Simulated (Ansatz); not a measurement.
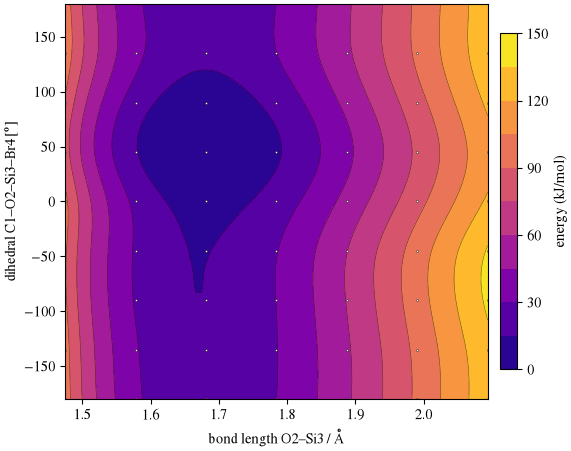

Energy landscape of CH₄BrOSi, SMILES CO[SiH]Br, spin multiplicity 2. 
- First axis: bond length O2–Si3. Second axis: dihedral C1–O2–Si3–Br4.
- Nothing is relaxed (all other coordinates rigid).
- The grid has 7 × 8 points.
- Energies are in kJ/mol, from the relaxed molecule at the same level.
- These are results of UKS PBE-D4/def2-SVP in Ansatz 0.2.0, not measurements.

The picture shows filled contours, dots at the grid points. Between grid points the surface is interpolated. 

### Where are the wells?

The lowest grid point is at bond length O2–Si3 = 1.681 Å, dihedral C1–O2–Si3–Br4 = 45°, 0.26 kJ/mol from the relaxed molecule at the same level. No other kind of well shows on this grid. The highest grid point, bond length O2–Si3 = 2.094 Å, dihedral C1–O2–Si3–Br4 = −90°, lies 137 kJ/mol above the lowest. On the interpolated surface the easiest way out of the lowest well to its copy in the next cell or period passes a barrier of about 18 kJ/mol. Round the minimum the two coordinates are nearly uncoupled.

The values on the grid:

```
dihedral C1–O2–Si3–Br4 ↓, bond length O2–Si3 →  1.474  1.578  1.681  1.784  1.888  1.991  2.094
                                           135    101     34     18     30     58     93    130
                                            90     89     23      7     20     49     85    123
                                            45     82     16      0     13     42     78    116
                                             0     94     27     10     22     50     85    122
                                           −45     93     29     15     29     60     97    136
                                           −90     93     29     15     30     61     98    137
                                          −135     97     31     16     30     58     94    131
                                          −180     99     33     17     30     58     93    130
```

The input of one point:

```yaml
crystal:
  periodic: [false, false, false]
  atoms:
    - { symbol: C, position_ang: [-1.048515, 0.594266, -0.138884] }
    - { symbol: O, position_ang: [-0.33509, -0.455157, 0.493917] }
    - { symbol: Si, position_ang: [1.063739, -1.203113, -0.062502] }
    - { symbol: Br, position_ang: [2.547594, 0.345056, -0.799284] }
    - { symbol: H, position_ang: [-1.601999, 0.229653, -1.032497] }
    - { symbol: H, position_ang: [-0.374012, 1.420749, -0.4542] }
    - { symbol: H, position_ang: [-1.785166, 0.995322, 0.585883] }
    - { symbol: H, position_ang: [1.637894, -1.86294, 1.170222] }
magnetization:
  spin_polarized: true
  initial_magnetization: 1
basis:
  gaussian: { orbitals: def2-SVP }
hamiltonian:
  xc: pbe
  dispersion: d4
output:
  forces: true
```

The whole map (56 points run) took 15 min on 1 thread of Arm Neoverse V1, on a shared host.
